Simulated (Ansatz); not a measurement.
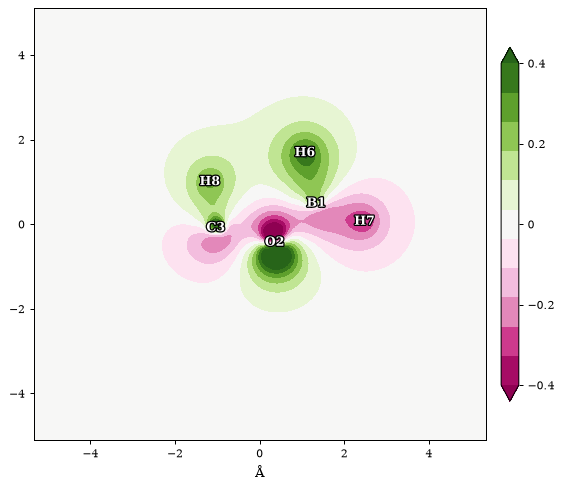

*C2H9BOSi (SMILES BOC[SiH2]C). The HOMO on the plane of atoms B1, O2 and C3 (values in Å⁻³ᐟ²; the overall sign is arbitrary).*

The calculation used RKS PBE-D4/def2-SVP in Ansatz 0.2.0.

```xyz
14

B    -0.0356    1.8108    1.8465
O    -0.5909    0.9007    1.0170
C    -0.2121   -0.4840    1.0101
Si    0.6635   -0.9097   -0.6411
C    -0.4382   -0.4336   -2.0946
H     0.8104    1.4698    2.6628
H    -0.4278    2.9568    1.7277
H     0.4399   -0.7204    1.8817
H    -1.1384   -1.0911    1.1101
H     0.9633   -2.3874   -0.6284
H     1.9650   -0.1525   -0.6853
H    -1.3693   -1.0359   -2.0991
H     0.0783   -0.5882   -3.0630
H    -0.7209    0.6355   -2.0155
```

### Where does this orbital lie, and at what energy?

By Hirshfeld shares it lies mainly on O2 (about 30 %), C3 (about 20 %), B1 (about 15 %), Si4 (about 10 %) and H6 (about 10 %). Its energy is −6.94 eV.
